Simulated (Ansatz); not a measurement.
CH6Si···H2S

Input

```
crystal:
  periodic: [false, false, false]
  atoms:
    - {symbol: Si, position_ang: [-0.320817, 0.212403, -0.064180]}
    - {symbol: S, position_ang: [1.440235, -2.626820, 1.891906]}
    - {symbol: H, position_ang: [-0.001259, -0.951574, -0.935256]}
    - {symbol: H, position_ang: [-1.273674, -0.225352, 0.988061]}
    - {symbol: C, position_ang: [-1.049891, 1.602804, -1.083532]}
    - {symbol: H, position_ang: [2.228875, -1.542133, 1.920306]}
    - {symbol: H, position_ang: [0.939338, 0.661123, 0.589499]}
    - {symbol: H, position_ang: [1.642996, -2.804907, 0.577932]}
    - {symbol: H, position_ang: [-1.972678, 1.282589, -1.572605]}
    - {symbol: H, position_ang: [-1.282330, 2.464910, -0.454252]}
    - {symbol: H, position_ang: [-0.350894, 1.926958, -1.857781]}
basis:
  gaussian: {orbitals: def2-TZVPP}
hamiltonian: {xc: pbe0, dispersion: d4}
output: {orbitals: {seedname: orbitals}}
```

Command:

```sh
ansatz run in.yaml --threads 4 --pin off --events-out ev --progress --plain --max-ram 9574MiB
```

The product side of a reaction path; geometry: PBE0-D4/def2-TZVP; a saddle point, not a minimum.

Computed with RKS PBE0-D4/def2-TZVPP in Ansatz.

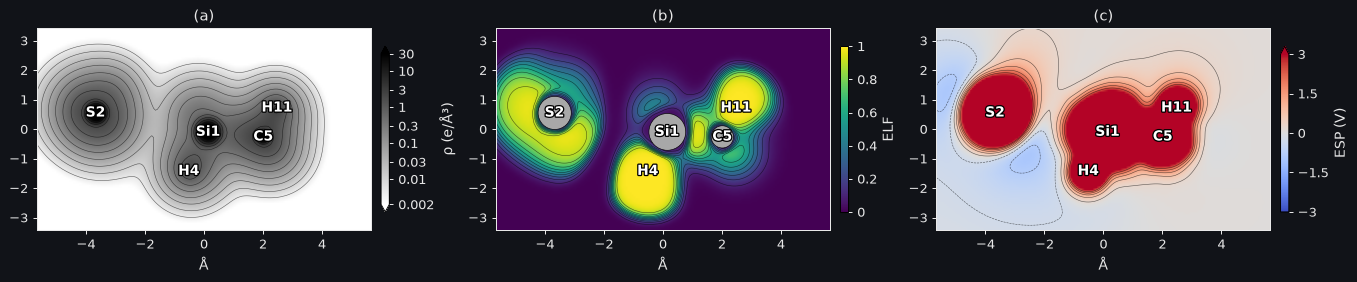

Figure 1. (a) electron density; (b) ELF; (c) electrostatic potential on the plane of atoms H4, Si1 and C5. Grey discs cover the atomic cores in the ELF map.

What do the fields say about this system?

The plane passes through Si, S, H and C nuclei.
Si1···S2 (3.87 Å): the density falls to about 0.03 e/Å³ on the way; the ELF dips to about 0 between them (a non-bonded, intermolecular contact).
C–Si (1.87 Å): the density is about 0.96 e/Å³ at the midpoint; the ELF peaks at about 0.95 between the atoms; localised, covalent bonding.
C–H (1.09 Å): the density is about 1.9 e/Å³ at the midpoint; the ELF climbs to about 1 towards the hydrogen, as it does in any bond to H; an ordinary covalent bond to hydrogen.
Si–H (1.49 Å): ρ at the midpoint is about 0.81 e/Å³; the ELF climbs to about 1 towards the hydrogen.
The ELF also peaks beside S2, away from the bonds: lone-pair regions.
Outside the dense part of the complex the potential is most negative (−1.0 V) near S2.

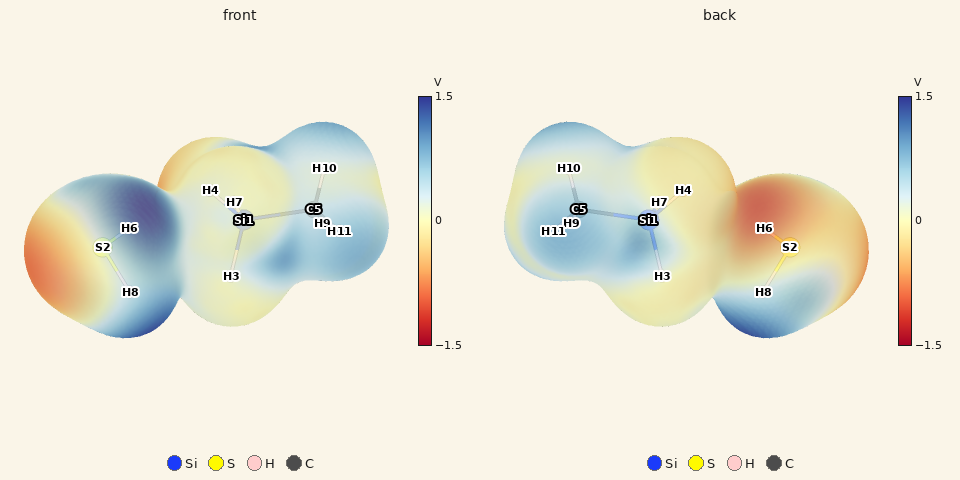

Figure 2. The molecular electrostatic potential painted on the density surface at 0.002 e/bohr³, seen from the front and from behind; red is negative and blue positive.

Describe the electrostatic potential map.

The most negative region (about −0.9 V, or −21 kcal/mol for a unit charge) lies over S2, the most positive (about +1.4 V, or +32 kcal/mol for a unit charge) over H6 and H8.

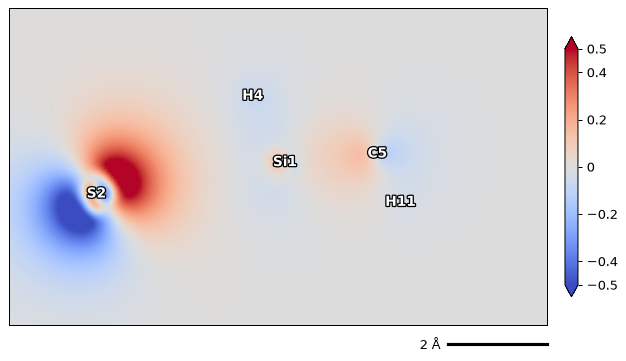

Figure 3. The HOMO on the plane of atoms Si1, C5 and H11 (values in Å⁻³ᐟ²; the overall sign is arbitrary).

Describe this orbital and give its energy.

Its weight (Hirshfeld) is mainly on S2 (about 85 %); largely a lone pair of S2. Its energy is −7.45 eV.
